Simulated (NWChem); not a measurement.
# B3LYP/6-31G(d) (spherical functions) run of CH6BNO2 (SMILES COB(N)O)

Aim: the energy change on altering one bond length of CH6BNO2 at B3LYP/6-31G* (spherical functions), from 2 runs. 

Program for the calculation: NWChem 7.3.0.

1 further run of the same task is left out (set aside as unsound or not needed). Runs told in other sessions of the task aren't counted.

### 1 The system as given

CH6BNO2 has 11 atoms, charge 0, and is taken as a singlet. SMILES: `COB(N)O`. Geometry: relaxed at PBE0-D4/def2-TZVP. This is one conformer, not always the lowest.

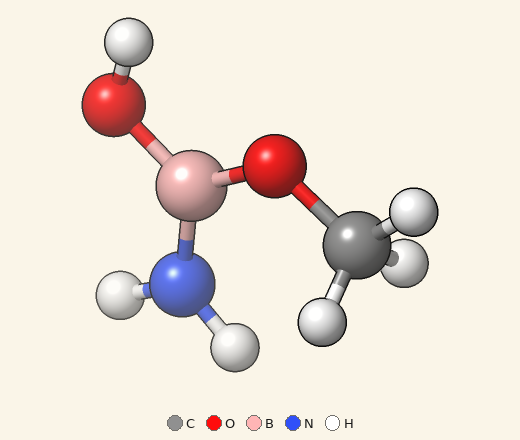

The structure, seen from a chosen angle (carbon grey, oxygen red, boron pink, nitrogen blue, hydrogen white).

### 2 Energy and forces at B3LYP/6-31G(d) (spherical functions)

File m1.nw:

```
start m1
memory total 2200 mb
charge 0

geometry noautosym nocenter noautoz
  C     0.713500    0.851600    1.129700
  O    -0.446700    0.102500    0.878500
  B    -0.644000   -0.506700   -0.338400
  N     0.275800   -0.431900   -1.403700
  O    -1.801000   -1.223100   -0.514800
  H     0.801300    1.701800    0.443100
  H     0.654400    1.238600    2.147600
  H     1.616900    0.236000    1.047600
  H     1.144100    0.066300   -1.366900
  H     0.095200   -0.890900   -2.277500
  H    -2.344100   -1.201100    0.275400
end

basis spherical bse
  * library 6-31G*
end

dft
  xc b3lyp
  grid xfine
  convergence energy 1e-08
  maxiter 100
  mulliken
end

task dft gradient
```

Started as:

```sh
$ nwchem m1.nw > m1.out
```

Output:

```text
[...]
          Wavefunction type:  closed shell.
          No. of atoms     :    11
          No. of electrons :    40
[...]
          Charge           :     0
          Spin multiplicity:     1
[...]
          AO basis - number of functions:    82
[...]
              XC Information
              --------------
                         B3LYP Method XC Potential
                     Hartree-Fock (Exact) Exchange  0.200
                        Slater Exchange Functional  0.800 local
                    Becke 1988 Exchange Functional  0.720 non-local
              Lee-Yang-Parr Correlation Functional  0.810
                  VWN I RPA Correlation Functional  0.190 local
[...]
 d= 0,ls=0.0,diis     1   -271.7962585373 -4.48D+02  1.30D-02  8.45D-01     6.4
[...]
 d= 0,ls=0.0,diis    10   -271.8922940086 -1.80D-09  1.36D-07  2.93D-10    52.8
         Total DFT energy =     -271.892294008649
      One electron energy =     -720.490136200278
           Coulomb energy =      308.307087053564
    Exchange-Corr. energy =      -36.023025580158
 Nuclear repulsion energy =      176.313780718223
[...]
      Total Density - Mulliken Population Analysis
     ---------------------------------------------
    Atom       Charge   Shell Charges
 -----------   ------   -------------------------------------------------------
    1 C    6     6.21   2.00  0.68  2.08  0.56  0.83  0.06
    2 O    8     8.43   2.00  0.89  2.97  0.90  1.66  0.02
    3 B    5     4.45   2.00  0.50  1.47  0.09  0.24  0.16
    4 N    7     7.79   2.00  0.76  2.59  0.81  1.62  0.02
    5 O    8     8.60   2.00  0.90  2.96  0.91  1.81  0.02
    6 H    1     0.86   0.53  0.33
    7 H    1     0.84   0.53  0.31
    8 H    1     0.86   0.53  0.33
    9 H    1     0.68   0.51  0.17
   10 H    1     0.67   0.51  0.17
[...]
  wavefunction    = closed shell
                         DFT ENERGY GRADIENTS
    atom               coordinates                        gradient
                 x          y          z           x          y          z
   1 C       1.348319   1.609291   2.134823   -0.001902  -0.001639  -0.001271
   2 O      -0.844141   0.193697   1.660124    0.003930   0.000750  -0.003513
   3 B      -1.216984  -0.957524  -0.639483    0.001660   0.000499  -0.001056
   4 N       0.521186  -0.816173  -2.652608   -0.000451  -0.000059   0.000475
   5 O      -3.403397  -2.311324  -0.972831    0.000264   0.003594   0.008401
   6 H       1.514237   3.215936   0.837338   -0.000857  -0.001821   0.001307
   7 H       1.236637   2.340615   4.058376   -0.000200  -0.001075  -0.002362
   8 H       3.055498   0.445975   1.979677   -0.002296   0.000752   0.000260
   9 H       2.162036   0.125289  -2.583066   -0.004328  -0.002204   0.000496
  10 H       0.179902  -1.683557  -4.303851    0.000682   0.002079   0.004141
  11 H      -4.429707  -2.269750   0.520431    0.003500  -0.000876  -0.006878
[...]
```

Run time: 66 s. Hardware: 1 thread of Intel Xeon Platinum 8259CL at 2.50GHz (Skylake/Cascade Lake), shared host; peak memory 0.15 GiB.

### 3 The distorted shape: the energy at B3LYP/6-31G(d) (spherical functions)

File sp.nw:

```
start sp
memory total 2200 mb

geometry units au noautosym nocenter noautoz
C   -0.04225050   1.49620767   3.74536159
O   -2.23471075   0.08061383   3.27066239
B   -2.60755371  -1.07060733   0.97105467
N    0.52118647  -0.81617271  -2.65260856
O   -4.79396684  -2.42440712   0.63770698
H    0.12366746   3.10285282   2.44787563
H   -0.15393331   2.22753168   5.66891381
H    1.66492808   0.33289226   3.59021508
H    2.16203566   0.12528884  -2.58306664
H    0.17990193  -1.68355700  -4.30385125
H   -5.82027710  -2.38283315   2.13096856
end

basis spherical bse
* library 6-31G*
end

dft
xc b3lyp
grid xfine
convergence energy 1e-08
maxiter 100
mulliken
end

task dft energy
```

Started as:

```sh
$ nwchem sp.nw > sp.out
```

Output:

```text
[...]
          Wavefunction type:  closed shell.
          No. of atoms     :    11
          No. of electrons :    40
[...]
          Charge           :     0
          Spin multiplicity:     1
[...]
          AO basis - number of functions:    82
[...]
              XC Information
              --------------
                         B3LYP Method XC Potential
                     Hartree-Fock (Exact) Exchange  0.200
                        Slater Exchange Functional  0.800 local
                    Becke 1988 Exchange Functional  0.720 non-local
              Lee-Yang-Parr Correlation Functional  0.810
                  VWN I RPA Correlation Functional  0.190 local
[...]
 d= 0,ls=0.0,diis     1   -271.5076864120 -4.29D+02  3.71D-02  1.22D+00     4.8
[...]
 d= 0,ls=0.0,diis    13   -271.6954830230 -2.26D-09  3.20D-07  1.78D-09    54.4
         Total DFT energy =     -271.695483022988
      One electron energy =     -682.572920961771
           Coulomb energy =      288.925708097897
    Exchange-Corr. energy =      -35.774927852775
 Nuclear repulsion energy =      157.726657693660
[...]
      Total Density - Mulliken Population Analysis
     ---------------------------------------------
    Atom       Charge   Shell Charges
 -----------   ------   -------------------------------------------------------
    1 C    6     6.21   2.00  0.68  2.08  0.56  0.83  0.06
    2 O    8     8.40   2.00  0.90  2.94  0.89  1.65  0.02
    3 B    5     4.45   2.00  0.50  1.22  0.31  0.30  0.12
    4 N    7     7.91   2.00  0.76  2.41  0.90  1.82  0.02
    5 O    8     8.55   2.00  0.90  2.95  0.91  1.77  0.02
    6 H    1     0.83   0.53  0.30
    7 H    1     0.84   0.53  0.30
    8 H    1     0.83   0.53  0.30
    9 H    1     0.71   0.51  0.20
   10 H    1     0.70   0.51  0.20
[...]
```

It took 55 s on 1 thread of Intel Xeon Platinum 8259CL at 2.50GHz (Skylake/Cascade Lake), shared host; peak memory 0.15 GiB.

### 4 Summary of results

At B3LYP/6-31G* (spherical functions):

```
                                                         quantity          value
                                        first shape: total energy  -271.89229 Eh
                                       first shape: dipole moment         1.84 D
                                         first shape: HOMO energy       -6.79 eV
                                         first shape: LUMO energy        2.15 eV
                                       first shape: HOMO–LUMO gap        8.94 eV
                            first shape: largest force on an atom     0.470 eV/Å
                                    distorted shape: total energy  -271.69548 Eh
                                   distorted shape: dipole moment         3.32 D
                                     distorted shape: HOMO energy       -4.39 eV
                                     distorted shape: LUMO energy       -1.77 eV
                                   distorted shape: HOMO–LUMO gap        2.62 eV
energy change with the B3–N4 bond stretched from 1.409 to 2.537 Å       5.355 eV
```

**Reading.** With the B3–N4 bond stretched from 1.409 to 2.537 Å the energy rises by 5.36 eV (517 kJ/mol). The first shape isn't relaxed at this level, so the change isn't measured from a minimum. A restricted reference can't describe the breaking bond well at this length. The largest force (first shape) is 0.47 eV/Å: the shape isn't a stationary point for this species at this level. Mulliken charges (first shape) run from -0.79 on N4 to +0.55 on B3; they depend strongly on the basis. Mulliken charges (distorted shape) run from -0.91 on N4 to +0.55 on B3; they depend strongly on the basis.
